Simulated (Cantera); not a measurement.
Input: 1 mol TiO₂, 770 mol H₂, 0.048 mol H₂O, equilibrated at 7.90 bar.

These are equilibrium values from Cantera (NASA tables, ideal gas, pure condensed phases), not measurements of a reactor. Candidate condensed phases: H₂O, Ti, TiO, TiO₂, Ti₂O₃, Ti₃O₅, Ti₄O₇; 12 gas species. Mutual solubility and eutectic melting of coexisting phases are not modelled. Condensed phases not in the tables: Magnéli phases beyond Ti₄O₇. Rates play no part.

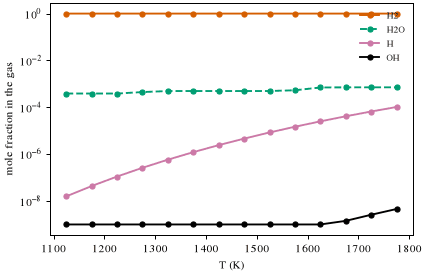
Equilibrium gas composition (values under 1e-9 drawn at 1e-9)

From 1125 K to 1225 K the condensed part is Ti₄O₇(s). At 1275 K the condensed part is Ti₃O₅(s) + Ti₄O₇(s). From 1325 K to 1525 K the condensed part is Ti₃O₅(s). From 1575 K to 1625 K the condensed part is Ti₂O₃(s) + Ti₃O₅(s). From 1675 K to 1775 K the condensed part is Ti₂O₃(s).
